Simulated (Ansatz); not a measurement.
Molecule (SMILES): [CH](Cl)Cl, doublet.
Atoms: C1, Cl2, Cl3, H4. Bonds: C1-Cl2, C1-Cl3, C1-H4.

Basis-set convergence of the harmonic zero-point energy at PBE0 with Ansatz (a first-principles code). Each level at its own minimum, finite differences of forces, unscaled; the reference is a large set that could be run, not a limit. Cartesian d functions, on some or all atoms, in 6-31G*, 6-31G**, 6-311+G**; all else is spherical. The program fits the integrals of some runs and decomposes those of others, by size. Open shells are unrestricted. No added dispersion term, no relativity. Reference: the value in aug-pcseg-2, 9.84 kcal/mol, itself unsure by roughly 0.01 kcal/mol (its distance from def2-TZVPPD). Deviations are taken from unrounded values.

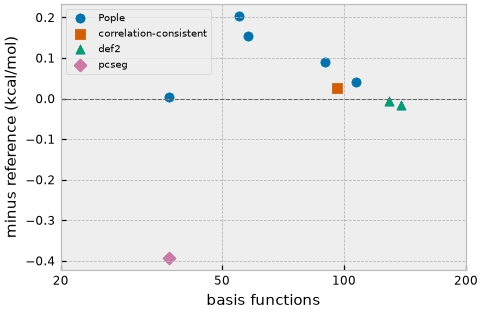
*Deviation from the reference against the number of basis functions, by family of sets.*

| basis | functions | harmonic zero-point energy (kcal/mol) | minus reference (kcal/mol) |
|---|---|---|---|
| 6-31G | 37 | 9.84 | 0.00 |
| pcseg-0 | 37 | 9.44 | -0.39 |
| 6-31G* | 55 | 10.04 | 0.20 |
| 6-31G** | 58 | 9.99 | 0.15 |
| 6-311+G** | 90 | 9.93 | 0.09 |
| aug-cc-pV(D+d)Z | 96 | 9.86 | 0.03 |
| 6-311++G(2d,2p) | 107 | 9.88 | 0.04 |
| def2-TZVPP | 129 | 9.83 | -0.01 |
| def2-TZVPD | 138 | 9.82 | -0.02 |
